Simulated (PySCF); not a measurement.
# BP86/aug-cc-pVDZ run of SiH4Se (SMILES [SiH3][SeH])

Aim: the vertical singlet–triplet gap of SiH4Se at BP86/aug-cc-pVDZ, from 2 runs. 

The results are computed with PySCF 2.14.0.

**1. Starting point**

The species is SiH4Se (6 atoms), meant as a singlet with charge 0. As SMILES, `[SiH3][SeH]`. The shape is that of a PBE0-D4/def2-TZVP optimisation.

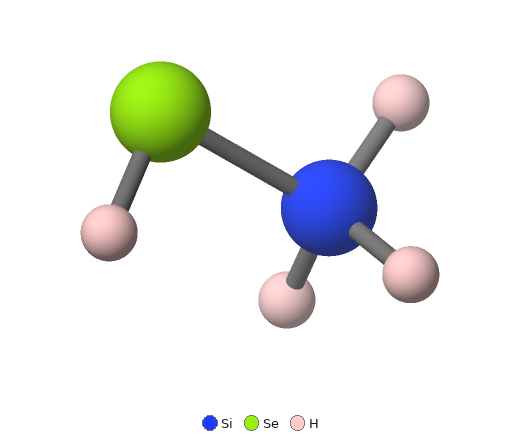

Viewed from a chosen angle; silicon blue, selenium green, hydrogen pink.

**2. The energy at BP86/aug-cc-pVDZ**

File start.xyz:

```xyz
6
H4SeSi
Si    -0.244700    -0.234500    -0.474600
Se     0.898700    -0.252100     1.496900
H     -1.605500     0.334200    -0.308700
H     -0.336900    -1.659600    -0.873400
H      0.479900     0.537800    -1.514300
H      0.850600     1.210300     1.627900
```

File run.py:

```python
from pyscf import gto, dft

mol = gto.Mole()
mol.atom = 'start.xyz'
mol.basis = 'aug-cc-pvdz'
mol.max_memory = 1860
mol.charge = 0
mol.verbose = 3
mol.build()

myscf = dft.RKS(mol)
myscf.xc = 'bp86'
myscf.conv_tol = 1e-10
myscf.grids.level = 3
myscf.kernel()
if not myscf.converged:
    myscf = myscf.newton().run(myscf.mo_coeff, myscf.mo_occ)

etot = myscf.e_tot
print('E(%s) = %.9f' % ('BP86', etot))
```

Command:

```console
$ OMP_NUM_THREADS=1 python run.py
```

The log of the run:

```text
converged SCF energy = -2693.73543206288
E(BP86) = -2693.735432063
```

It took 9 s on 1 thread of Arm Neoverse V1, shared host; peak memory 0.46 GiB.

**3. The triplet, same level**

File run.py:

```python
from pyscf import gto, dft

mol = gto.M(
    atom='''
Si    -0.462416    -0.443141    -0.896864
Se     1.698297    -0.476400     2.828731
H     -3.033955     0.631546    -0.583358
H     -0.636649    -3.136189    -1.650487
H      0.906880     1.016295    -2.861612
H      1.607401     2.287136     3.076285
''',
    unit='bohr',
    max_memory=1860,
    basis='aug-cc-pvdz',
    spin=2,
    verbose=3,
)

calc0 = dft.UKS(mol, xc='bp86')
calc0.conv_tol = 1e-10
calc0.grids.level = 3
calc0.kernel()
if not calc0.converged:
    calc0 = calc0.newton().run(calc0.mo_coeff, calc0.mo_occ)

e_final = calc0.e_tot
print(f'total energy: {e_final:.8f} hartree')
```

Command:

```console
$ OMP_NUM_THREADS=1 python run.py
```

The log of the run:

```text
WARN: HOMO -0.067747777450488 >= LUMO -0.271638068011707

WARN: HOMO -0.100901733321972 >= LUMO -0.255875822877767

WARN: HOMO -0.0677395241509013 >= LUMO -0.246473380779233

WARN: HOMO -0.0732678798939874 >= LUMO -0.257412113425487

WARN: HOMO -0.0717765345590302 >= LUMO -0.252849806388385

WARN: HOMO -0.0743808896783662 >= LUMO -0.25450420832127

WARN: HOMO -0.0747531249376814 >= LUMO -0.253358621498558

WARN: HOMO -0.0780753278572239 >= LUMO -0.256801886029727

WARN: HOMO -0.0785640418507467 >= LUMO -0.257532657917851

WARN: HOMO -0.0789458329877581 >= LUMO -0.25784524570054

WARN: HOMO -0.0789052910000578 >= LUMO -0.257799784606741

WARN: HOMO -0.0799428624520846 >= LUMO -0.258797780342453

WARN: HOMO -0.0804673977059214 >= LUMO -0.259153526920523

WARN: HOMO -0.0805827251199938 >= LUMO -0.259229686070874

WARN: HOMO -0.0807925491739281 >= LUMO -0.259432737306954

WARN: HOMO -0.0807466408436051 >= LUMO -0.259388804629921

WARN: HOMO -0.0807559259885695 >= LUMO -0.259397456826421

WARN: HOMO -0.080753425329448 >= LUMO -0.259395527585305

WARN: HOMO -0.0807559880653967 >= LUMO -0.259398030593905

WARN: HOMO -0.0807561382634183 >= LUMO -0.259397825202736

converged SCF energy = -2693.55796076304  <S^2> = 2.0026722  2S+1 = 3.0017809
total energy: -2693.55796076 hartree
```

It took 23 s on 1 thread of Arm Neoverse V1, shared host; peak memory 0.47 GiB.

**4. Results**

Level: BP86/aug-cc-pVDZ.

```
                                        quantity           value
                           singlet: total energy  -2693.73543 Eh
                          singlet: dipole moment          0.84 D
                            singlet: HOMO energy        -6.04 eV
                            singlet: LUMO energy        -1.19 eV
                          singlet: HOMO–LUMO gap         4.85 eV
                           triplet: total energy  -2693.55796 Eh
                          triplet: dipole moment          1.69 D
     triplet: HOMO energy (highest over α and β)        -2.20 eV
                                   triplet: ⟨S²⟩           2.003
vertical energy of the triplet above the singlet        4.829 eV
```

At this shape the triplet lies 4.83 eV (111 kcal/mol) above the singlet. Mulliken charges (singlet) run from -0.77 on Si1 to +0.32 on H5; in a basis this large or diffuse they mean little.
